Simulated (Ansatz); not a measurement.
## Electronic structure of CH₅BFNSi (SMILES FCB1N[SiH2]1) in real space

```csv
atom,x (Å),y (Å),z (Å)
F,-1.0320,1.6062,1.5023
C,-0.0093,0.7838,1.5666
B,-0.0081,-0.1315,0.2644
N,-0.5791,-1.2021,-0.5813
Si,0.2210,-0.2398,-1.7277
H,0.9354,1.3865,1.6248
H,-0.0782,0.1540,2.4756
H,-0.0608,-2.0707,-0.4490
H,-0.6978,0.6128,-2.4602
H,1.3918,-0.9503,-2.2124
```

Theory: SCF PBE0, Gaussian basis in Ansatz.

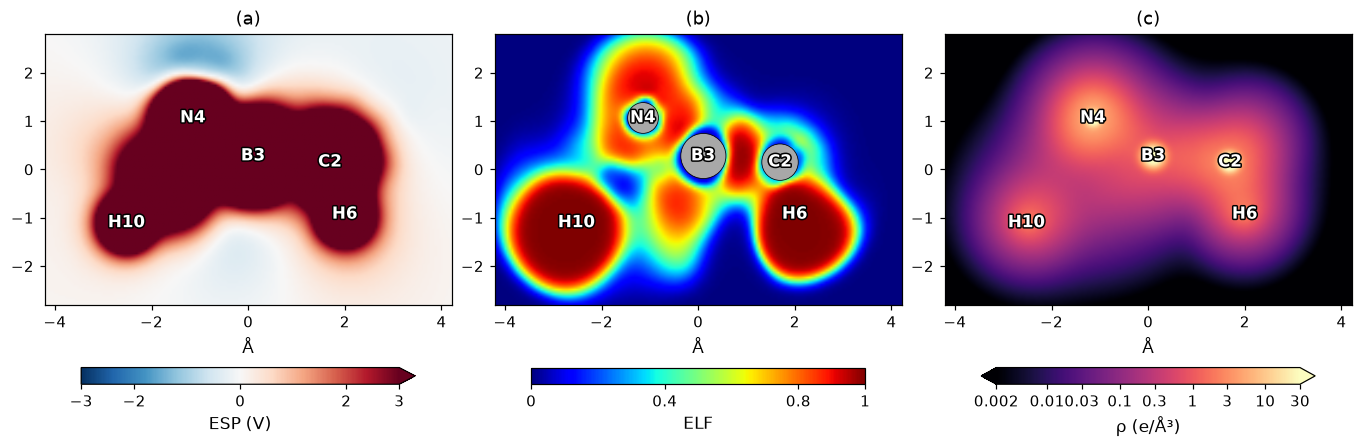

Figure 1. (a) molecular electrostatic potential; (b) electron localisation function; (c) total electron density on the plane of atoms B3, C2 and H6. Grey discs cover the atomic cores in the ELF map.

Q: Interpret the plot.

A: The section cuts through C, B, N and H sites. B–N (1.48 Å): ρ is about 1.7 e/Å³ halfway; the ELF peaks at about 0.90 between the atoms; a shared but strongly polarised pair. C–B (1.59 Å): ρ is about 1.4 e/Å³ halfway; the ELF peaks at about 1 between the atoms; localised, covalent bonding. C–H (1.12 Å): the density is about 1.9 e/Å³ at the midpoint; the ELF climbs to about 1 towards the hydrogen, as it does in any bond to H; a covalent bond by its length. The ELF also peaks beside N4, away from the bonds: lone-pair regions. Outside the dense part of the molecule the potential is most negative (−1.5 V) near N4.

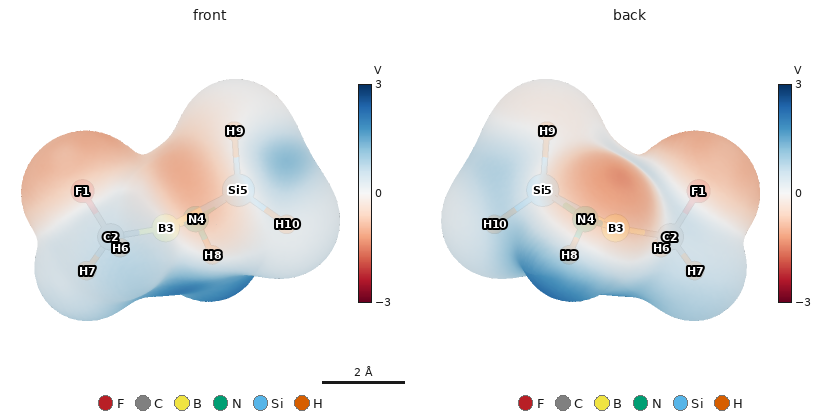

Figure 2. The molecular electrostatic potential painted on the density surface at 0.002 e/bohr³, seen from the front and from behind; the colour scale runs from red (negative) to blue (positive).

Q: Which sites attract a positive test charge, and which a negative one?

A: A positive charge is drawn to the negative regions and a negative charge to the positive ones. The most negative region (about −1.3 V, or −30 kcal/mol for a unit charge) lies over N4, the most positive (about +2.1 V, or +48 kcal/mol for a unit charge) over B3 and H8. N4 is the likeliest acceptor of a hydrogen bond.

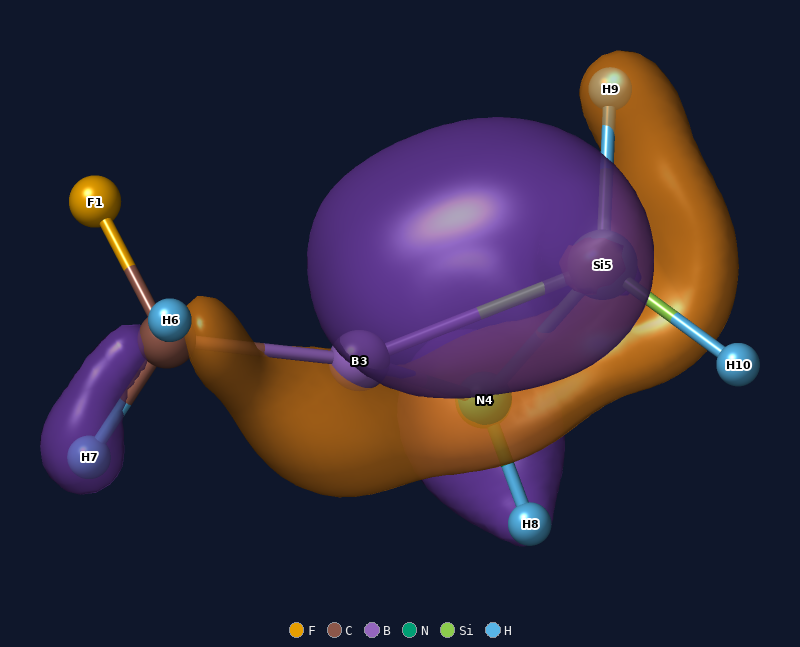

Figure 3. The HOMO at ±0.15 Å⁻³ᐟ² (orange and purple are the two phases), seen at a tilt.

Q: What is the character of this orbital?

A: Its weight (Hirshfeld) is mainly on Si5 (about 40 %), B3 (about 25 %) and N4 (about 20 %). Its energy is −5.55 eV.
